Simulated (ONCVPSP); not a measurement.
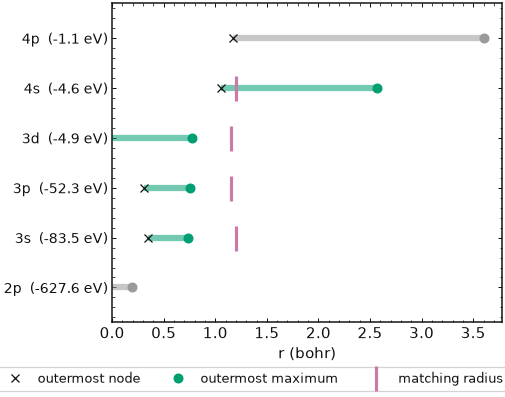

Outer shells of the all-electron reference atom: each bar runs from the outermost node (or the nucleus) to the outermost maximum of u(r); the tick is the radius chosen for the pseudo-wave. Shells without a tick have no pseudo-wave of their own. Levels, nodes and maxima are from ld1.x, scalar-relativistic.

- Radii against the shells: 3s: 1.20 bohr, outside the maximum; 3p: 1.15 bohr, outside the maximum; 3d: 1.15 bohr, outside the maximum; 4s: 1.20 bohr, between node and maximum.

Run report: Mn, pseudopotential generation

- system: manganese (Mn, Z = 25), core [Ne], reference valence 3s2 3p6 3d5.5 4s1.5, valence charge 15.
- method: ONCV potential, PBE, scalar-relativistic, made with ONCVPSP 4.0.1

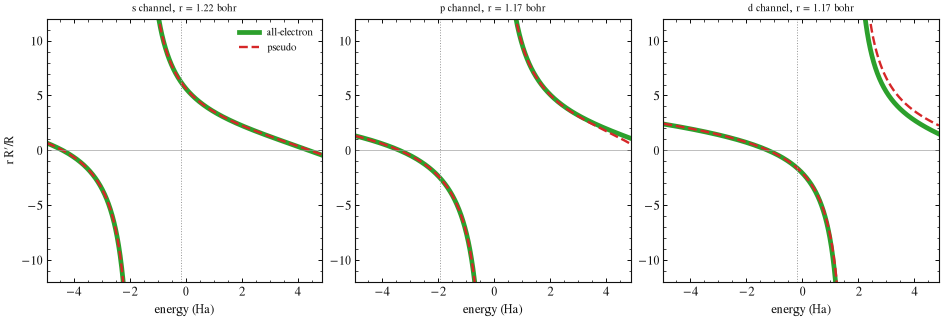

Logarithmic derivatives r R′/R at the test radius against energy, all-electron atom (solid) and pseudo-atom (dashed). Here R(r) is the radial function. The dotted line marks the reference energy of the channel. Not drawn: f: not judged.

- Zeros of the logarithmic derivative: s: all-electron -4.4 and 4.4 Ha, pseudo -4.4 and 4.4 Ha; p: all-electron -3.4 Ha, pseudo -3.4 Ha; d: all-electron -1.2 Ha, pseudo -1.2 Ha.
- Poles, where the radial function vanishes at the test radius: s: all-electron at -1.7 Ha, pseudo at -1.7 Ha; p: all-electron at -0.0 Ha, pseudo at -0.0 Ha; d: all-electron at 1.7 Ha, pseudo at 1.8 Ha.
- Ghost states: the plot shows none: pseudo and all-electron curves have the same branches in all channels drawn. The separate test gives: GHOST(-) flagged for s at -198.0 eV; GHOST(+) flagged for p at 193.0 eV. The bound ghosts lie below the range of the plot.

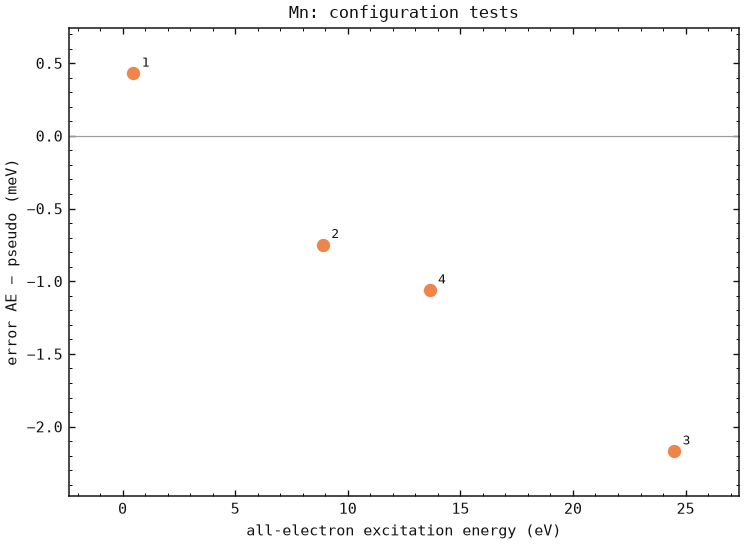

Errors, all-electron minus pseudo, of the energies of valence configurations relative to the unpolarised reference 3s2 3p6 3d5.5 4s1.5. Points: 1 = 3s2 3p6 3d5 4s2; 2 = 3s2 3p6 3d5 4s1; 3 = 3s2 3p6 3d5 4s0; 4 = 3s2 3p6 3d5 4s0 4p1.

- Worst configuration: 3s2 3p6 3d5 4s0 (charge +2): the error is -2.2 meV on an all-electron energy of +24.50 eV relative to the reference, or 0.0089 %.
- Configurations within 10 meV and within 50 meV: 4 and 4 of 4. The potential isn't sound: its ghost test gives GHOST(-) flagged for s at -198.0 eV; GHOST(+) flagged for p at 193.0 eV.

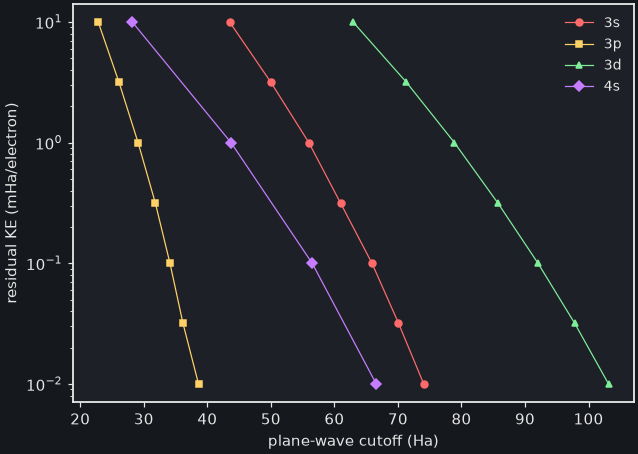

Residual kinetic energy of the pseudo-waves (the first of each channel, and further valence shells) beyond the plane-wave cutoff, as the generator prints it.

- Hardest wave at 1 mHa per electron: 3d, with rc = 1.15 bohr and qcut = 16.1 1/bohr. The optimisation minimises, but can't always remove, the kinetic energy above qcut²/2 = 129.6 Ha, and a larger rc would as a rule soften the wave at some cost in transferability.
- Cutoffs for 1 mHa per electron: 3d: 79 Ha; 3s: 56 Ha; 4s: 44 Ha; 3p: 29 Ha.
- Cutoffs for the occupied states: 79 Ha for 1 mHa and 92 Ha for 0.1 mHa per electron. The first is set by 3d.

Input and output of the run follow.

The input:
```
# ATOM AND REFERENCE CONFIGURATION
# atsym  z   nc   nv     iexc    psfile
  Mn 25.00    3    4        4      upf
#
#   n    l    f
    1    0    2.00
    2    0    2.00
    2    1    6.00
    3    0    2.00
    3    1    6.00
    3    2    5.50
    4    0    1.50
#
# PSEUDOPOTENTIAL AND OPTIMIZATION
# lmax
    2
#
#   l,   rc,      ep,       ncon, nbas, qcut
    0    1.20    0.00    5    9   13.20
    1    1.15    0.00    4    7   10.20
    2    1.15    0.00    3    8   16.10
#
# LOCAL POTENTIAL
# lloc, lpopt,  rc(5),   dvloc0
    2    5    1.15    0.00
#
# VANDERBILT-KLEINMAN-BYLANDER PROJECTORs
# l, nproj, debl
    0    2    0.30
    1    2    1.70
    2    0    1.90
#
# MODEL CORE CHARGE
# icmod, fcfact, rcfact
    3    3.00    1.55
#
# LOG DERIVATIVE ANALYSIS
# epsh1, epsh2, depsh
   -5.00    5.00    0.04
#
# OUTPUT GRID
# rlmax, drl
    6.00    0.01
#
# TEST CONFIGURATIONS
# ncnf
    4
# nvcnf
#   n    l    f
    4
    3    0    2.00
    3    1    6.00
    3    2    5.00
    4    0    2.00
#
    4
    3    0    2.00
    3    1    6.00
    3    2    5.00
    4    0    1.00
#
    4
    3    0    2.00
    3    1    6.00
    3    2    5.00
    4    0    0.00
#
    5
    3    0    2.00
    3    1    6.00
    3    2    5.00
    4    0    0.00
    4    1    1.00
#
```

Command:
```bash
oncvpsp.x < Mn.dat > Mn.out
```

Output (extracts):
```
ONCVPSP  (Optimized Norm-Conservinng Vanderbilt PSeudopotential)
scalar-relativistic version 4.0.1

#   n    l    f        energy (Ha)
    1    0    2.00    -2.3619643E+02
    2    0    2.00    -2.7242498E+01
    2    1    6.00    -2.3063028E+01
    3    0    2.00    -3.0701470E+00
    3    1    6.00    -1.9233318E+00
    3    2    5.50    -1.7975637E-01
    4    0    1.50    -1.6841615E-01

Reference configufation results
  iterations    37
  all-electron total energy (Ha)   -1.15831347D+03

Begin loop to  construct optimized pseudo wave functions
and semi-local pseudopoentials for all angular momenta

Calculating optimized projector #   1

 for l=   0

    Fraction of norm inside rc  0.866035
    Optimizing pswf for qcut=  13.20 a_B^-1,  ecut=  87.11 Ha
    Residual kinetic energy error=  1.10D-07 Ha

    Energy error per electron        Cutoff
         Ha          eV             Ha
         0.01000     0.27211       43.50
         0.00100     0.02721       55.98
         0.00010     0.00272       65.92
         0.00001     0.00027       74.06

Calculating optimized projector #   2

 for l=   0

    Fraction of norm inside rc  0.028195
    Optimizing pswf for qcut=  13.20 a_B^-1,  ecut=  87.11 Ha
    Residual kinetic energy error=  1.22D-08 Ha

    Energy error per electron        Cutoff
         Ha          eV             Ha
         0.01000     0.27211       28.18
         0.00100     0.02721       43.73
         0.00010     0.00272       56.51
         0.00001     0.00027       66.59

WARNING wellstate: negative energy specified for n= 4 l=  1
WARNING scattering state with energy  0.25000000
WARNING will be used for the first projector

   Wellstate for l =  1  n =  4
     eigenvalue =   0.2500
     asymptotic potential =   0.7500
     half-point radius =  3.5109

Calculating optimized projector #   1

 for l=   1

    Fraction of norm inside rc  0.779272
    Optimizing pswf for qcut=  10.21 a_B^-1,  ecut=  52.17 Ha
    Residual kinetic energy error=  2.05D-06 Ha

    Energy error per electron        Cutoff
         Ha          eV             Ha
         0.01000     0.27211       22.82
         0.00100     0.02721       29.11
         0.00010     0.00272       34.12
         0.00001     0.00027       38.62

Calculating optimized projector #   2

 for l=   1

    Fraction of norm inside rc  0.051329
    Optimizing pswf for qcut=  10.21 a_B^-1,  ecut=  52.17 Ha
    Residual kinetic energy error=  1.47D-06 Ha

    Energy error per electron        Cutoff
         Ha          eV             Ha
         0.01000     0.27211       17.58
         0.00100     0.02721       24.68
         0.00010     0.00272       30.36
         0.00001     0.00027       35.42

Calculating optimized projector #   1

 for l=   2

    Fraction of norm inside rc  0.540595
    Optimizing pswf for qcut=  16.08 a_B^-1,  ecut= 129.32 Ha
    Residual kinetic energy error=  8.42D-07 Ha

    Energy error per electron        Cutoff
         Ha          eV             Ha
         0.01000     0.27211       62.93
         0.00100     0.02721       78.89
         0.00010     0.00272       92.05
         0.00001     0.00027      103.15

Construct Vanderbilt / Kleinmman-Bylander projectors

B matrix Hermiticity error, ll=   0
   1   2    2.4303E-04

  Orthonormal projector coefficients  1.6488E+01 -9.9653E+00

B matrix Hermiticity error, ll=   1
   1   2    2.2097E-04

  Orthonormal projector coefficients -1.0335E+01  9.9498E+00

Model core correction analysis
  based on d2Exc/dn_idn_j

d2excae - all-electron derivatives

   -4.244594D-02   -3.905273D-02   -2.621527D-02   -1.878238D-03
   -3.905302D-02   -3.714557D-02   -2.597653D-02   -2.277461D-03
   -2.621578D-02   -2.597682D-02   -2.348653D-02   -8.293617D-03
   -1.877987D-03   -2.276939D-03   -8.290884D-03   -3.215195D-02

d2excps - pseudofunction derivatives with no core correction

   -4.326370D-02   -4.024812D-02   -2.909531D-02   -1.948773D-03
   -4.024834D-02   -3.833539D-02   -2.853186D-02   -2.376430D-03
   -2.909576D-02   -2.853214D-02   -2.496824D-02   -8.454806D-03
   -1.948521D-03   -2.375909D-03   -8.452079D-03   -3.215604D-02

rms 2nd derivative error    1.517964E-03

rmatch, rhocmatch    0.4362   35.7482

Teter function model core charge with specified parameters

d2excps - pseudofunction derivatives with core correction

   -4.099368D-02   -3.784806D-02   -2.731814D-02   -1.780230D-03
   -3.784834D-02   -3.562031D-02   -2.665523D-02   -2.200612D-03
   -2.731860D-02   -2.665547D-02   -2.361723D-02   -8.330013D-03
   -1.779973D-03   -2.200084D-03   -8.327283D-03   -3.214486D-02

rms 2nd derivative error    8.193961E-04

Pseudoatom total energy -104.074786

Diagnostic tests using Vanderbilt-Kleinman-Bylander pseudopotentials
  1 or more projectors used as specified by nproj input data

   l    rcore       rmatch      e in        delta e   norm test  slope test

   0   1.2059090   1.2425230  -3.0701470   0.0000110   1.0000477   1.0000579
   0   1.2059090   1.2425230  -0.1684161   0.0000058   1.0000760   1.0000610

   1   1.1564548   1.1915673  -1.9233318  -0.0000456   1.0002522   1.0002641
   1   1.1564548   1.1915673   0.2500000  -0.0000741   1.0000657   1.0000657

   2   1.1564548   1.1915673  -0.1797564   0.0000012   1.0000021   0.9999977

 Testing for bound ghosts
   n   l    E NL Schr. Eq   E Basis Diag.   E Cutoff

       0                       -7.275477    240.38  WARNING - GHOST(-)
   1   0       -3.070136       -3.070109    240.38
   2   0       -0.168410        0.103318    240.38

   2   1       -1.923377       -1.922993    166.49

 Testing for highly-localized positive-energy ghosts
       l    <radius>/rc     E Basis Diag.   E Cutoff

       1        0.924710        7.092326    166.49  WARNING - GHOST(+)

Test configuration 0

   n   l     f        eae           eps        diff
   1   0  2.0000 -236.19642943
   2   0  2.0000  -27.24249840
   2   1  6.0000  -23.06302803
   3   0  2.0000   -3.07014699   -3.07013603    1.10D-05
   3   1  6.0000   -1.92333184   -1.92337740   -4.56D-05
   3   2  5.5000   -0.17975637   -0.17975522    1.15D-06
   4   0  1.5000   -0.16841615   -0.16841034    5.81D-06

    Total energies and differences
      AE_ref= -1.15831347D+03  AE_tst= -1.15831347D+03  dif=  0.00D+00
      PS_ref= -1.04074786D+02  PS_tst= -1.04074786D+02  dif= -8.53D-14
      PSP excitation error=  8.53D-14

Test configuration 1

   n   l     f        eae           eps        diff
   1   0  2.0000 -236.28156533
   2   0  2.0000  -27.33959878
   2   1  6.0000  -23.15901013
   3   0  2.0000   -3.15601129   -3.15635146   -3.40D-04
   3   1  6.0000   -2.00626481   -2.00677938   -5.15D-04
   3   2  5.0000   -0.24883309   -0.24886114   -2.81D-05
   4   0  2.0000   -0.18768735   -0.18770109   -1.37D-05

    Total energies and differences
      AE_ref= -1.15831347D+03  AE_tst= -1.15829576D+03  dif=  1.77D-02
      PS_ref= -1.04074786D+02  PS_tst= -1.04057094D+02  dif=  1.77D-02
      PSP excitation error=  1.58D-05

Test configuration 2

   n   l     f        eae           eps        diff
   1   0  2.0000 -236.58646210
   2   0  2.0000  -27.63769634
   2   1  6.0000  -23.45768062
   3   0  2.0000   -3.45823770   -3.45853853   -3.01D-04
   3   1  6.0000   -2.30896586   -2.30936620   -4.00D-04
   3   2  5.0000   -0.54785911   -0.54795870   -9.96D-05
   4   0  1.0000   -0.43650685   -0.43651763   -1.08D-05

    Total energies and differences
      AE_ref= -1.15831347D+03  AE_tst= -1.15798646D+03  dif=  3.27D-01
      PS_ref= -1.04074786D+02  PS_tst= -1.03747754D+02  dif=  3.27D-01
      PSP excitation error= -2.75D-05

Test configuration 3

   n   l     f        eae           eps        diff
   1   0  2.0000 -236.94529016
   2   0  2.0000  -27.98656573
   2   1  6.0000  -23.80738106
   3   0  2.0000   -3.81096504   -3.81125660   -2.92D-04
   3   1  6.0000   -2.66172490   -2.66201471   -2.90D-04
   3   2  5.0000   -0.89366356   -0.89388930   -2.26D-04

    Total energies and differences
      AE_ref= -1.15831347D+03  AE_tst= -1.15741322D+03  dif=  9.00D-01
      PS_ref= -1.04074786D+02  PS_tst= -1.03174458D+02  dif=  9.00D-01
      PSP excitation error= -7.97D-05

Test configuration 4

   n   l     f        eae           eps        diff
   1   0  2.0000 -236.63848234
   2   0  2.0000  -27.68695932
   2   1  6.0000  -23.50703417
   3   0  2.0000   -3.51007356   -3.51039497   -3.21D-04
   3   1  6.0000   -2.36072895   -2.36110773   -3.79D-04
   3   2  5.0000   -0.59675680   -0.59688869   -1.32D-04
   4   1  1.0000   -0.29031539   -0.29032141   -6.02D-06

    Total energies and differences
      AE_ref= -1.15831347D+03  AE_tst= -1.15781226D+03  dif=  5.01D-01
      PS_ref= -1.04074786D+02  PS_tst= -1.03573538D+02  dif=  5.01D-01
      PSP excitation error= -3.90D-05
```

Key numbers:

- outcome: generated, with a ghost state
- cutoffs needed: 79 Ha and 92 Ha (the cutoffs at which the residual kinetic energy of the hardest occupied pseudo-wave falls to 1 and 0.1 mHa per electron)
- ghost test: GHOST(-) flagged for s at -198.0 eV; GHOST(+) flagged for p at 193.0 eV
- largest excitation error: -2.2 meV (all-electron minus pseudo) for 3s2 3p6 3d5 4s0, out of 4 test configurations
- rms error of d²Exc/dni dnj: 1.52 mHa without and 0.82 mHa with the model core
- range over which the phases arctan(r R′/R) at the test radius agree within 0.05 rad (a looser test near the poles than one of phase shifts): s: over the whole range computed; p: up to about 4.0 Ha; d: up to about 3.4 Ha; f: not judged, local potential alone
- hardware: 1 CPU thread, shared host
- wall time: 4.5 s

Remarks:

The potential has a bound ghost state, so it can't be used as it stands. Warnings of the program, in the generation or the tests: wellstate: negative energy specified for n= 4 l= 1.
